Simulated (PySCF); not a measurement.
NMR shielding calculation, with input and output: C5H4F2O3

The run: NMR shielding calculation of C5H4F2O3. Method and program: GIAO PBE0/pcSseg-1 NMR shielding, non-relativistic, gas phase (PySCF 2.14.0).

The geometry comes from this level: GFN2-xTB, NEB image 0 of 0 to 8. It belongs to a series of runs on one base structure; here: NEB image 0 of 0 to 8. Figures and captions count atoms from 1; the log counts them from 0 in places.

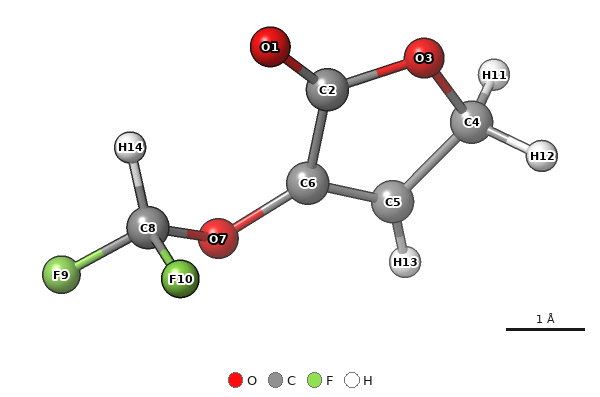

The structure as given in the input (ball-and-stick view, seen at a tilt; atoms are numbered from 1 in the order of the input). Bond lengths as drawn: C–C 1.34 to 1.50 Å, C–F 1.34 to 1.35 Å, C–H 1.07 to 1.10 Å and C–O 1.20 to 1.42 Å.

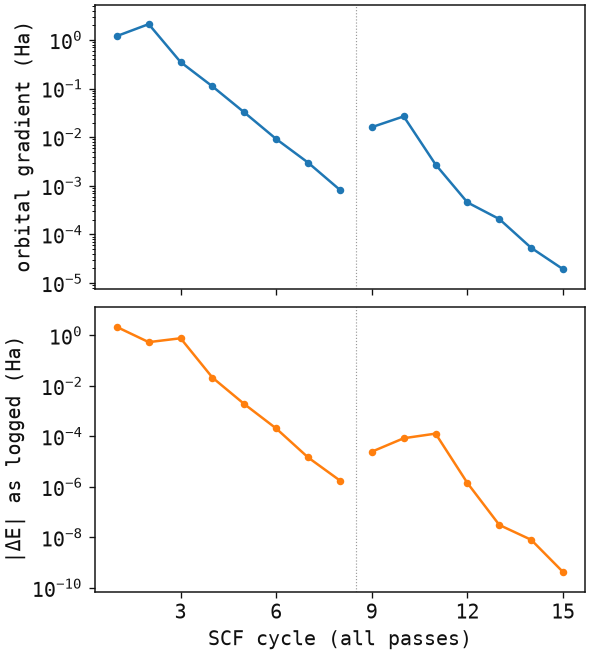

Convergence of the self-consistent field: orbital gradient and size of the energy change against the SCF cycle. The dotted line marks the change from a coarse to the final integration grid. The first 8 cycles use a coarse grid, the final grid takes over at cycle 9, and the field converges after 15 cycles in all.

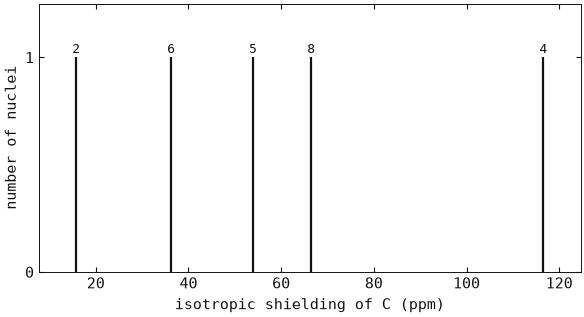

Isotropic shieldings of the carbon nuclei in this fixed geometry, labelled by atom number; shielding grows to the right, so chemical shift grows to the left. The least shielded is C2 (15.8 ppm), the most shielded C4 (116.6 ppm).

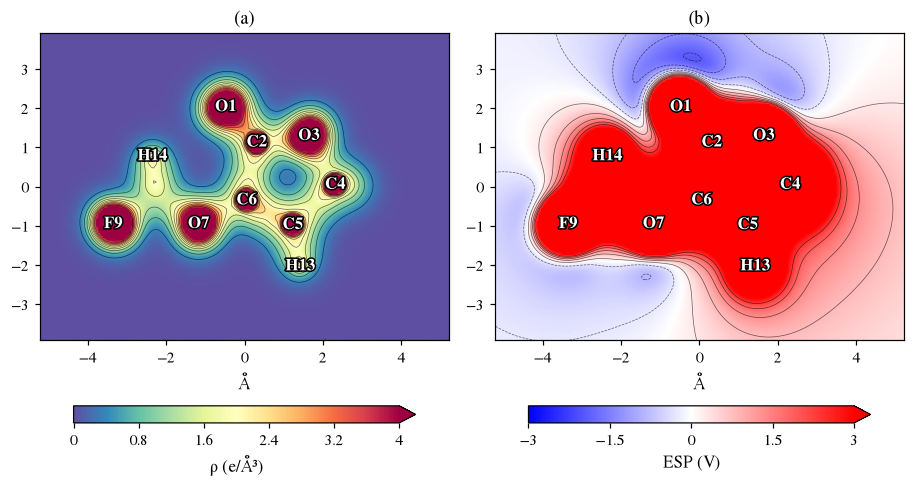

(a) electron density; (b) molecular electrostatic potential on the plane of atoms C2, C6 and O7. Atoms in the plane: O, C, F and H. C–O (1.20 Å): ρ is about 3.4 e/Å³ halfway. C–C (1.34 Å): ρ at the midpoint is about 2.3 e/Å³. C–O (1.34 Å): ρ at the midpoint is about 2.4 e/Å³. C–C (1.49 Å): ρ at the midpoint is about 1.8 e/Å³.

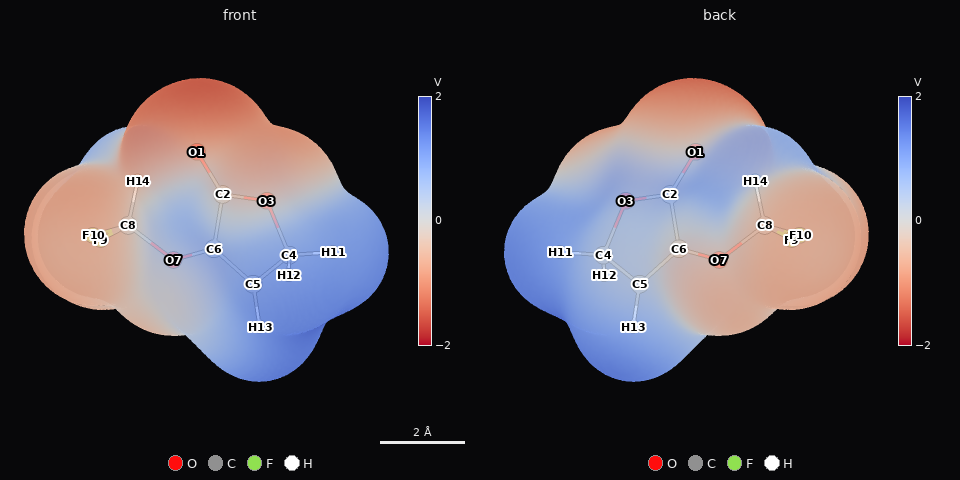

The molecular electrostatic potential painted on the density surface at 0.001 e/bohr³, seen at a tilt and from behind; red is negative and blue positive. A positive charge is drawn to the negative regions and a negative charge to the positive ones.

The input that produced these results follows, with the program's output.

**The input**
```
{"job": {"kind": "nmr", "xc": "PBE0", "basis": "pcSseg-1", "pop": false}, "charge": 0, "multiplicity": 1}
O      0.557500     1.890800     0.791900
C     -0.237600     1.050900     0.473800
O     -1.567300     1.232200     0.500000
C     -2.246500     0.055100     0.105400
C     -1.174300    -0.933700    -0.196700
C      0.009500    -0.349600     0.011000
O      1.224600    -0.945000    -0.137000
C      2.341600    -0.158200    -0.212600
F      3.393000    -0.979300    -0.112700
F      2.422800     0.424900    -1.430800
H     -2.903200    -0.264000     0.922700
H     -2.868800     0.281000    -0.767700
H     -1.369900    -1.936400    -0.520500
H      2.418000     0.630900     0.551200
```

The first line tells a small driver script what to run in PySCF; the rest is the geometry in Å.

Run as:
```bash
OMP_NUM_THREADS=1 python <driver script> task.json out
```

**Log**
```
coarse grid: 13344 points
cycle   1  E = -617.2238857540  dE =  2.160e+00  |g| = 1.200e+00  |ddm| = 3.556e+00
cycle   2  E = -616.6830947224  dE =  5.408e-01  |g| = 2.111e+00  |ddm| = 2.126e+00
cycle   3  E = -617.4541886184  dE = -7.711e-01  |g| = 3.502e-01  |ddm| = 1.609e+00
cycle   4  E = -617.4753946185  dE = -2.121e-02  |g| = 1.106e-01  |ddm| = 2.928e-01
cycle   5  E = -617.4772894547  dE = -1.895e-03  |g| = 3.225e-02  |ddm| = 7.985e-02
cycle   6  E = -617.4774940106  dE = -2.046e-04  |g| = 9.168e-03  |ddm| = 2.981e-02
cycle   7  E = -617.4775085768  dE = -1.457e-05  |g| = 2.996e-03  |ddm| = 7.510e-03
cycle   8  E = -617.4775103444  dE = -1.768e-06  |g| = 8.234e-04  |ddm| = 2.513e-03
final grid: 134360 points
cycle   9  E = -617.5805121928  dE = -2.466e-05  |g| = 1.608e-02  |ddm| = 2.914e-02
cycle  10  E = -617.5804280248  dE =  8.417e-05  |g| = 2.677e-02  |ddm| = 2.559e-02
cycle  11  E = -617.5805560939  dE = -1.281e-04  |g| = 2.737e-03  |ddm| = 1.762e-02
cycle  12  E = -617.5805574959  dE = -1.402e-06  |g| = 4.547e-04  |ddm| = 1.999e-03
cycle  13  E = -617.5805575266  dE = -3.070e-08  |g| = 2.070e-04  |ddm| = 4.313e-04
cycle  14  E = -617.5805575345  dE = -7.926e-09  |g| = 5.293e-05  |ddm| = 1.502e-04
cycle  15  E = -617.5805575350  dE = -4.184e-10  |g| = 1.927e-05  |ddm| = 4.081e-05
converged SCF energy = -617.5805575350

GIAO shielding tensors (ppm)
atom      isotropic    diamagn.    paramagn.     s11        s22        s33       span
  0 O      -74.604     401.156    -475.760   -322.820   -198.709    297.717    620.536
  1 C       15.779     250.807    -235.028    -76.156     51.089     72.403    148.559
  2 O      122.229     399.415    -277.185    -84.189    218.238    232.639    316.828
  3 C      116.594     245.642    -129.048     98.029    101.973    149.782     51.753
  4 C       53.932     256.065    -202.133    -47.075     57.131    151.740    198.816
  5 C       36.278     257.242    -220.964    -60.510     69.803     99.542    160.052
  6 O      171.629     399.116    -227.487    121.538    156.955    236.396    114.858
  7 C       66.491     239.040    -172.548     49.278     67.052     83.145     33.867
  8 F      280.871     467.024    -186.153    191.627    303.549    347.436    155.809
  9 F      262.960     473.023    -210.064    176.488    264.543    347.847    171.359
 10 H       26.615      27.094      -0.479     22.951     24.854     32.040      9.088
 11 H       26.594      27.417      -0.823     23.162     24.786     31.835      8.674
 12 H       24.954      31.430      -6.476     23.076     24.002     27.783      4.707
 13 H       23.284      27.978      -4.694     18.264     23.750     27.837      9.573
```

**Summary**

- outcome: converged
- total energy: −617.580558 hartree
- HOMO: −8.07 eV
- LUMO: −1.67 eV
- dipole moment: 4.60 D
- isotropic shielding, O: −74.6 to 171.6 ppm
- isotropic shielding, C: 15.8 to 116.6 ppm
- isotropic shielding, F: 263.0 to 280.9 ppm
- isotropic shielding, H: 23.3 to 26.6 ppm
- hardware: 1 CPU thread, shared host
- wall time: 54 s
- peak memory: 0.83 GiB
